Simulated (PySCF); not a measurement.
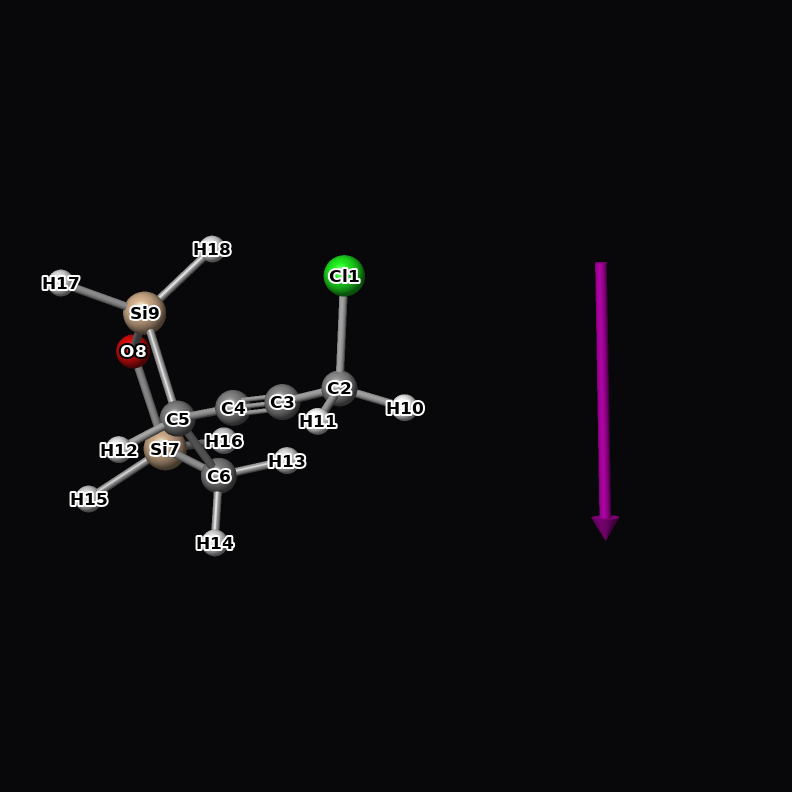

The arrow beside the molecule shows the direction of the dipole moment, from the negative to the positive end (its length means nothing). The geometry was computed by an optimisation with GFN2-xTB. No frequency run is at hand to confirm it as a minimum. Level of theory: PBE0/pcSseg-1, gas phase (PySCF 2.14.0).

### Estimate the dipole moment.

2.73 D; it points from the side of Cl1 to the side of H14 (the outermost atoms at the two ends).

The geometry is semi-empirical. Around Si such bond lengths and angles can be off by a tenth of an ångström or more and by several degrees, and values that hang on the shape move with them.
